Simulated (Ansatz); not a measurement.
## Ti3S2O: relaxing a made-up structure

This structure for Ti3S2O is made up. Its elements were placed in a known structure type with a cell scaled to their sizes. What cell does the guess relax to, and how far off was it?

Program: Ansatz 0.2.0. Level of theory: DFT, PBE, plane-wave PAW, files of the set soft_1, scalar-relativistic, no spin, cell and ions relaxed at zero pressure; PAW set soft_1. Results are calculated unless marked as measured.

## Step 1: The structure

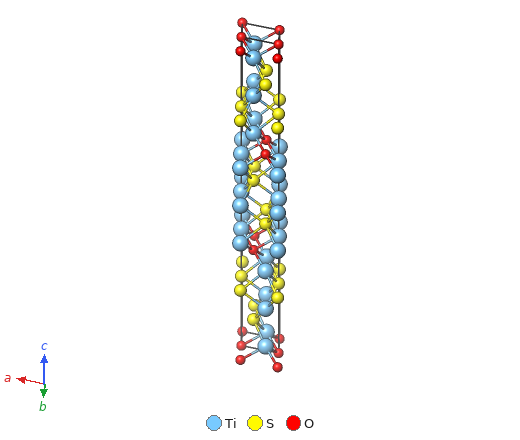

Start, viewed from a free direction; titanium blue, sulfur yellow, oxygen red. 1×2×1 cells are drawn. This picture shows the conventional cell, with its axes. Bonds to atoms that aren't drawn are left out. Some periodic images of atoms are drawn too.

As a file:

```cif
data_structure
_symmetry_space_group_name_H-M 'R-3m:H'
_symmetry_Int_Tables_number 166
_cell_length_a 3.3290
_cell_length_b 3.3290
_cell_length_c 25.0020
_cell_angle_alpha 90.000
_cell_angle_beta 90.000
_cell_angle_gamma 120.000
_cell_volume 239.96
loop_
_atom_site_label
_atom_site_type_symbol
_atom_site_symmetry_multiplicity
_atom_site_Wyckoff_symbol
_atom_site_fract_x
_atom_site_fract_y
_atom_site_fract_z
_atom_site_occupancy
Ti1 Ti 6 c 0.33333 0.66667 0.28860 1
Ti2 Ti 3 b 0.33333 0.66667 0.16667 1
S1 S 6 c 0.66667 0.33333 0.10810 1
O1 O 3 a 0.00000 0.00000 0.00000 1
```

## Step 2: Relaxing cell and atoms

The guessed cell has no reason to be at equilibrium. It is relaxed with the atoms, within the space group of the guess.

input.yaml

```yaml
crystal:
  lattice:
    - [1.6645, 0.960999523, 8.334]
    - [-1.6645, 0.960999523, 8.334]
    - [0.0, -1.921999046, 8.334]
  atoms:
    - { symbol: Ti, position: [0.621933333, 0.621933333, 0.621933333] }
    - { symbol: Ti, position: [0.378066667, 0.378066667, 0.378066667] }
    - { symbol: Ti, position: [0.5, 0.5, 0.5] }
    - { symbol: S, position: [0.774766667, 0.774766667, 0.774766667] }
    - { symbol: S, position: [0.225233333, 0.225233333, 0.225233333] }
    - { symbol: O, position: [0.0, 0.0, 0.0] }
kpoints:
  mp_grid: { grid: [9, 9, 9] }
scf:
  occupations: { method: fermi_dirac, width: 0.05 }
hamiltonian:
  xc: pbe
  pseudopotentials: { kind: paw, azcp: { folder: soft_1 } }
relax:
  f_tol: 0.015
  max_steps: 70
  cell: {}
output:
  forces: true
  stress: true
```

On the command line:

```sh
ansatz run input.yaml --threads 4 --pin off --max-ram 10240MiB --backend cpu --events-out ev --progress --plain --runs-dir out
```

Numbers of over 12 decimals in the logs are rounded to 6 here.

What it wrote:

```text
basis.fft_grid_basis auto: the FFT boxes are laid along the combinations [[1, 0, -1], [0, 1, -1], [0, 0, 1]] of the cell's own vectors, 3.329, 3.329 and 8.553 Å long. The dense box has 24×24×60 points. Along the cell's own vectors, as sized, it would have 60×60×60, 6.25 times as many. Of the 12 symmetry operations that the crystal satisfies within crystal.symmetry.tolerance (time reversal apart; of a slab, those that [...]
Engine: ansatz 0.2.0, x86_64-unknown-linux-gnu
Pseudopotentials: kind: paw
Pseudopotential: Ti, paw, valence charge 12, recommended cutoff 420 eV (normal), soft_1/Ti.paw.azcp
Pseudopotential: S, paw, valence charge 6, recommended cutoff 420 eV (normal), soft_1/S.paw.azcp
Pseudopotential: O, paw, valence charge 6, recommended cutoff 420 eV (normal), soft_1/O.paw.azcp
Functional definition: PBE
  parameter kappa = 0.804
  parameter beta = 0.066725
  exchange = pbe_x(kappa = kappa, mu = beta*pi^2/3)
  correlation = pbe_c(beta = beta)
Crystal: 6 atoms, lattice volume = 79.986 Å³
Basis set: ecut = 420 eV, 1575 PW (Γ), FFT grids on a1−a3, a2−a3, a3, exchange–correlation on 48×48×120 points (8 copies of the dense FFT grid, shifted against one another)
Bands: 33, of which v1, the nominal top of the filled ones, is band 27 counted from 1 (26 counted from 0)
Symmetry: 12 space group operations
Space group: R-3m (ITA 166), of the structure as read, at distance tolerance 4.3e-5 Å
k-points: 85 of 729
Non-local potential: Ti, projectors of the file, l = 0: 3, l = 1: 2, l = 2: 3, l = 3: 1
Non-local potential: S, projectors of the file, l = 0: 2, l = 1: 2, l = 2: 1
Non-local potential: O, projectors of the file, l = 0: 2, l = 1: 2, l = 2: 1
PAW form: soft (Blöchl's): semilocal exchange-correlation on the pseudo side does not see the compensation charge
PAW one-centre angular grid: Ti, 590 points (default); XC on 64 Gauss nodes
PAW one-centre angular grid: S, 110 points (default); XC on 64 Gauss nodes
PAW one-centre angular grid: O, 110 points (default); XC on 64 Gauss nodes
Initial density: superposition of atomic densities (chi_scale 0.1, normalization cell, long waves kept (reshape's long-wave potential 0.62 eV rms))
Initial wavefunctions: pseudopotential atomic-orbital guess
Functional: x = pbe(κ = 0.804, μ = 0.219515), c = pbe(β = 0.066725)
SCF iter   1: F=—  HF=-9885.254196 eV  |F-HF|=—  |Δ(HF+E_count)|=         —  Δρ=2.31e-1  dr2=1.65e2  ethr=3.10e-3  ⟨swp⟩=6.6  Hψ=12212  notcnv=0
preconditioner: auto → Kerker (q_TF=auto, 2.555 Å⁻¹)  [metal: Δε(μ)=0.013 eV  Ē_g=7.406 eV  σ=0.050 eV  W_gap=0.06  n_scr=30 (ndim 8)  ℏωp=22.7 eV  f_vac=0.000  D(μ)=3.93/eV (n_scr^D=42)]
SCF iter   2: F=—  HF=-9879.802821 eV  |F-HF|=—  |Δ(HF+E_count)|=    5.45e0  Δρ=8.82e-2  dr2=3.98e1  ethr=3.10e-3  ⟨swp⟩=3.5  Hψ=6390  notcnv=0
SCF iter   3: F=—  HF=-9878.130796 eV  |F-HF|=—  |Δ(HF+E_count)|=    1.67e0  Δρ=2.74e-2  dr2=4.36e0  ethr=3.10e-3  ⟨swp⟩=3.0  Hψ=4895  notcnv=0
SCF iter   4: F=—  HF=-9877.841984 eV  |F-HF|=—  |Δ(HF+E_count)|=   2.89e-1  Δρ=8.07e-3  dr2=1.37e-1  ethr=3.10e-3  ⟨swp⟩=3.0  Hψ=4802  notcnv=0
SCF iter   5: F=—  HF=-9877.824263 eV  |F-HF|=—  |Δ(HF+E_count)|=   1.77e-2  Δρ=3.38e-3  dr2=1.00e-2  ethr=2.53e-4  ⟨swp⟩=3.0  Hψ=4537  notcnv=0
SCF iter   6: F=—  HF=-9877.822851 eV  |F-HF|=—  |Δ(HF+E_count)|=   1.41e-3  Δρ=9.14e-4  dr2=1.07e-3  ethr=1.86e-5  ⟨swp⟩=2.1  Hψ=4571  notcnv=0
SCF iter   7: F=—  HF=-9877.822714 eV  |F-HF|=—  |Δ(HF+E_count)|=   1.37e-4  Δρ=3.51e-4  dr2=1.66e-4  ethr=1.98e-6  ⟨swp⟩=2.2  Hψ=4419  notcnv=0
SCF iter   8: F=—  HF=-9877.822712 eV  |F-HF|=—  |Δ(HF+E_count)|=   1.95e-6  Δρ=9.78e-5  dr2=2.20e-5  ethr=3.08e-7  ⟨swp⟩=2.0  Hψ=3782  notcnv=0
SCF iter   9: F=—  HF=-9877.822646 eV  |F-HF|=—  |Δ(HF+E_count)|=   6.58e-5  Δρ=2.50e-5  dr2=6.53e-7  ethr=4.07e-8  ⟨swp⟩=2.0  Hψ=3169  notcnv=0
SCF iter  10: F=-9877.822646 eV  HF=-9877.822646 eV  |F-HF|=1.04e-8  |Δ(HF+E_count)|=   6.21e-8  Δρ=7.76e-6  dr2=6.09e-8  ethr=1.85e-10  ⟨swp⟩=5.6  Hψ=10355  notcnv=0
SCF 1 converged in 10 iterations: F = -9877.822646 eV  dr2 = 6.09e-8
  greatest PAW one-centre occupation: 0.999 electrons in one spin orbital (limit 2), on the Ti atom at site 1 (counted from 0), in its partial waves of l = 0
relax step   1: F+E_penalty+E_count = -9877.82264596 eV  Δ(F+E_penalty+E_count) = +0.000e0 eV  max|allowed force component| = 1.129e0 eV/Å  Δτ_max = 0.0000 Å  P = -0.167 GPa  Ω = 79.986 Å³  (10 SCF iters, dr2 threshold 1.00e-7 eV, accepted)
[... from here on, the SCF cycles and remarks between the steps are left out ...]
relax step   2: F+E_penalty+E_count = -9878.09682836 eV  Δ(F+E_penalty+E_count) = -2.742e-1 eV  max|allowed force component| = 3.005e-1 eV/Å  Δτ_max = 0.0827 Å  P = +0.044 GPa  Ω = 79.201 Å³  energy of the carried Pulay correction = +7.421e-4 eV  (7 SCF iters, dr2 threshold 6.00e-7 eV, accepted)
relax step   3: F+E_penalty+E_count = -9878.10737534 eV  Δ(F+E_penalty+E_count) = -1.055e-2 eV  max|allowed force component| = 9.092e-2 eV/Å  Δτ_max = 0.0253 Å  P = +0.268 GPa  Ω = 79.271 Å³  energy of the carried Pulay correction = +6.754e-4 eV  (7 SCF iters, dr2 threshold 6.00e-7 eV, accepted)
relax step   4: F+E_penalty+E_count = -9878.10861044 eV  Δ(F+E_penalty+E_count) = -1.235e-3 eV  max|allowed force component| = 1.936e-2 eV/Å  Δτ_max = 0.0100 Å  P = -0.134 GPa  Ω = 79.575 Å³  energy of the carried Pulay correction = +3.872e-4 eV  (6 SCF iters, dr2 threshold 5.17e-7 eV, accepted)
relax step   5: F+E_penalty+E_count = -9878.10879134 eV  Δ(F+E_penalty+E_count) = -1.809e-4 eV  max|allowed force component| = 5.052e-4 eV/Å  Δτ_max = 0.0020 Å  P = +0.006 GPa  Ω = 79.484 Å³  energy of the carried Pulay correction = +4.732e-4 eV  (6 SCF iters, dr2 threshold 5.59e-8 eV, accepted)
relax step   6: F+E_penalty+E_count = -9878.10904116 eV  Δ(F+E_penalty+E_count) = -2.498e-4 eV  max|allowed force component| = 6.388e-4 eV/Å  Δτ_max = 0.0000 Å  P = +0.020 GPa  Ω = 79.484 Å³  stress off target by 8.26e-2 GPa  SCF on the basis re-selected at this cell (its energy is not comparable with the rows above)  (6 SCF iters)
relax step   7: F+E_penalty+E_count = -9878.10904768 eV  Δ(F+E_penalty+E_count) = -6.514e-6 eV  max|allowed force component| = 4.143e-4 eV/Å  Δτ_max = 0.0002 Å  P = -0.001 GPa  Ω = 79.489 Å³  energy of the carried Pulay correction = -4.361e-6 eV  (6 SCF iters, dr2 threshold 1.70e-8 eV, accepted)
relax step   8: F+E_penalty+E_count = -9878.10906270 eV  Δ(F+E_penalty+E_count) = -1.503e-5 eV  max|allowed force component| = 3.971e-4 eV/Å  Δτ_max = 0.0000 Å  P = -0.001 GPa  Ω = 79.489 Å³  stress off target by 4.69e-3 GPa  SCF on the basis re-selected at this cell (its energy is not comparable with the rows above)  (8 SCF iters)
basis re-selected at this cell: Δ(F+E_penalty+E_count) = -1.503e-5 eV, ΔP = +0.000 GPa vs the last step (what re-selecting the basis moved, of the pressure what is left beyond the Pulay correction that the steps carried, after the strain that the cell walked since its last selection, with what the two solves' SCF thresholds leave and, on support functions, any second-order correction that the steps lacked; it is no m [...]
SCF converged after 8 iterations
Free energy (F): -9878.109063 eV
Harris-Foulkes:  -9878.109063 eV  (|F-HF|=1.82e-12)
Internal energy: -9878.066998 eV  (E = F + TS)
E sigma→0 (E₀):  -9878.088031 eV
Entropy (-TS):   -0.042064 eV (-7.011 meV/atom)
Fermi energy:    14.715090 eV
--- Per-component energies (eV) ---
  E_band       = -376.446082
  E_kinetic    = 1233.926546
  E_local      = -3437.131172  (includes V_loc(G=0)·N_el)
  E_nonlocal   = 305.789518
  E_hartree    = 1402.258750
  E_xc         = -602.869308
  E_vxc        = -700.301785  (∫ρ·V_xc dr)
  E_paw        = -4506.661043  (= ΣΔE_a)
  E_vpaw       = -583.247216  (= ΣTr[D̂ρ^β])
  E_aug_tail   = 0.000527  (compensation charges beyond the density's cutoff)
  E_ewald      = -4273.380816
  E_smearing   = -0.042064  (= −TS)
  E_closure    = -0.000000  (closes the sum)
  Σ components = -9878.109063   (vs F -9878.109063, Δ=0.00e0)
--- Forces (eV/Å), atoms counted from 1 ---
  atom   1  Ti    -0.00000000     0.00000000    -0.00039706
  atom   2  Ti     0.00000000    -0.00000000     0.00039706
  atom   3  Ti    -0.00000000     0.00000000     0.00000000
  atom   4  S     -0.00000000    -0.00000000    -0.00026249
  atom   5  S      0.00000000     0.00000000     0.00026249
  atom   6  O     -0.00000000     0.00000000     0.00000000
  max |Σ_I F_I| component: 2.31e-18 eV/Å
--- Stress (GPa, compression-positive) ---
        0.000969       0.000000       0.000000
        0.000000       0.000969       0.000000
        0.000000       0.000000      -0.004685
  P = ⅓ Tr σ = -0.0009 GPa (-0.009 kbar)
--- Relaxed structure (6 steps of the walk, 6 accepted, 2 SCFs on fresh bases) ---
  F+E_penalty+E_count = -9878.10906270 eV   max|allowed force component| = 3.971e-4 eV/Å   (the final SCF, on the basis selected at the relaxed cell)
  cell:  # Å, volume = 79.4887 Å³
    - [1.631031, 0.941676, 8.625628]
    - [-1.631031, 0.941676, 8.625628]
    - [1.5902928465013287e-17, -1.883352, 8.625628]
  atoms:
    - { symbol: Ti, position: [0.626564, 0.626564, 0.626564] }
    - { symbol: Ti, position: [0.373436, 0.373436, 0.373436] }
    - { symbol: Ti, position: [0.5, 0.5, 0.5] }
    - { symbol: S, position: [0.771503, 0.771503, 0.771503] }
    - { symbol: S, position: [0.228497, 0.228497, 0.228497] }
    - { symbol: O, position: [2.0815016510400666e-19, 2.0815016510401032e-19, 2.0815016510400857e-19] }
```

Elapsed: 20 s, on 4 threads of Intel Xeon Platinum 8488C (Sapphire Rapids), shared host; peak memory 0.66 GiB.

This run has no spin polarisation, although Ti can carry a moment.

Relaxation path:

```
step  energy less that of the first step (eV)  largest force component (eV/Å)  pressure (GPa)  volume (Å³)
   1                                   0.0000                          1.1291           -0.17        79.99
   2                                  -0.2742                          0.3005            0.04        79.20
   3                                  -0.2847                          0.0909            0.27        79.27
   4                                  -0.2860                          0.0194           -0.13        79.58
   5                                  -0.2861                          0.0005            0.01        79.48
  6*                                  -0.2864                          0.0006            0.02        79.48
   7                                  -0.2864                          0.0004            0.00        79.49
  8*                                  -0.2864                          0.0004            0.00        79.49
```

Relaxation steps marked * repeat the geometry before them on a plane-wave basis chosen anew for their cell, so energy and pressure can jump there.

Forces are held to the 12 operations that the run works with; a distortion that breaks them can't arise in this run.

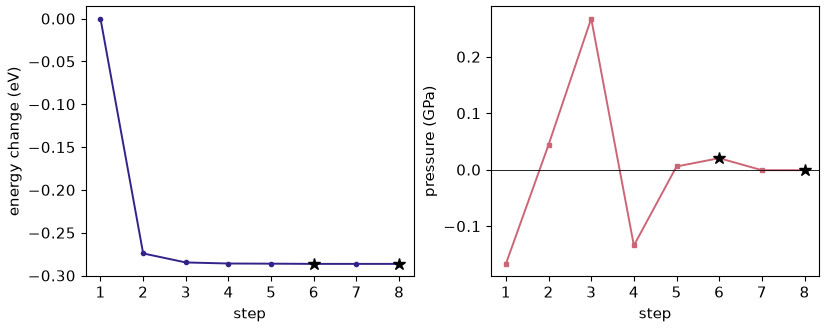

Energy and pressure along the relaxation. Stars mark steps on a basis chosen anew.

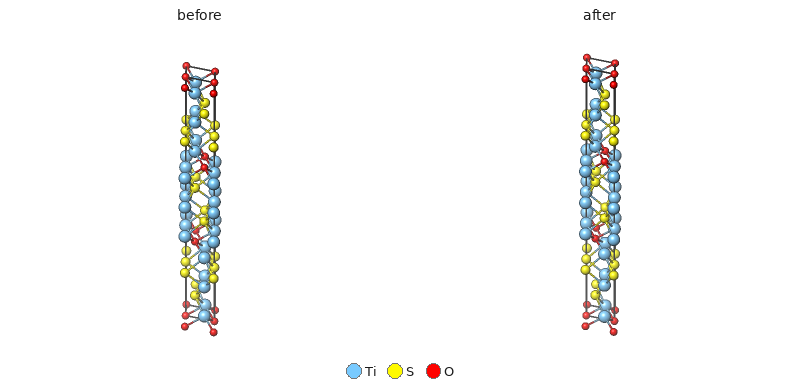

Before and after, at one scale. Bonds to atoms that aren't drawn are left out.

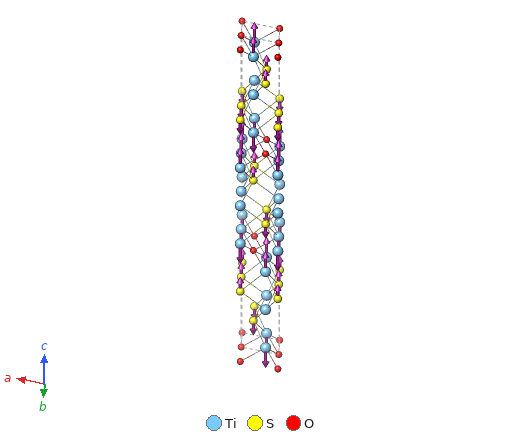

Displacements in the relaxation, exaggerated, measured against the changing cell; the longest in the cell stands for 0.12 Å. Bonds to atoms that aren't drawn are left out. 1×2×1 conventional cells are drawn. Some periodic images of atoms are drawn too.

```
conventional cell, symmetrised  before   after  change
                         a (Å)   3.329   3.262  -2.0 %
                         b (Å)   3.329   3.262  -2.0 %
                         c (Å)  25.002  25.877  +3.5 %
              volume (Å³/atom)   13.33   13.25  -0.6 %
```

The atoms that moved most (Å, as changes of fractional coordinates times the final cell):

```
atom     dx     dy      dz  length
 Ti1  0.000  0.000   0.120   0.120
 Ti2  0.000  0.000  -0.120   0.120
  S4  0.000  0.000  -0.084   0.084
  S5  0.000  0.000   0.084   0.084
```

The relaxed structure:

```
Ti S O
1.0
     1.63103    0.94168    8.62563
    -1.63103    0.94168    8.62563
     0.00000   -1.88335    8.62563
Ti S O
3 2 1
Direct
  0.62656 0.62656 0.62656
  0.37344 0.37344 0.37344
  0.50000 0.50000 0.50000
  0.77150 0.77150 0.77150
  0.22850 0.22850 0.22850
  0.00000 0.00000 0.00000
```

Numbers from this step:

```
free energy             : -9878.1091 eV
energy at zero smearing : -9878.0880 eV
smearing term TS        : 0.04206 eV
Fermi energy            : 14.72 eV
electrons               : 54
symmetry operations     : 12
pressure                : -9.16e-4 GPa
```

Shortest distances by pair of elements, guess and relaxed (not always the same contact):

```
 pair  guess (Å)  relaxed (Å)
 O–Ti      2.224        2.150
 S–Ti      2.416        2.471
Ti–Ti      2.949        2.803
  S–S      3.329        3.262
  O–O      3.329        3.262
```

The relaxation ends with a largest force component of 4.0e-4 eV/Å and a pressure of 0.00 GPa.

## Step 3: Summary of results

```
space group, relaxed : R-3m
conventional cell    : a = 3.262, b = 3.262, c = 25.877 Å; α = 90.0°, β = 90.0°, γ = 120.0°
volume per atom      : 13.25 Å³ (guess 13.33)
```

**Reading.** Ti3S2O relaxes to R-3m with a = 3.262, b = 3.262 and c = 25.877 Å. The guessed volume was near the relaxed one. The space group R-3m was held in the relaxation, so the end point is a stationary structure within it and may be a saddle against distortions or other arrangements. Mesh and cutoff weren't tested. No dispersion term is used, so weakly bound directions may come out too long. The runs have no spin, and magnetism wasn't tested. Nothing here tests whether the compound is stable against decomposition.

[Logs are printed without paths, hosts, clocks, repeated set-up lines and the standing remarks that a program may print on its own settings, such as how far it seeks lower states.]

[Hosts, paths, dates, database ids (printed as entryN), source tags and the programs' standing remarks are cut or masked in the printed files.]
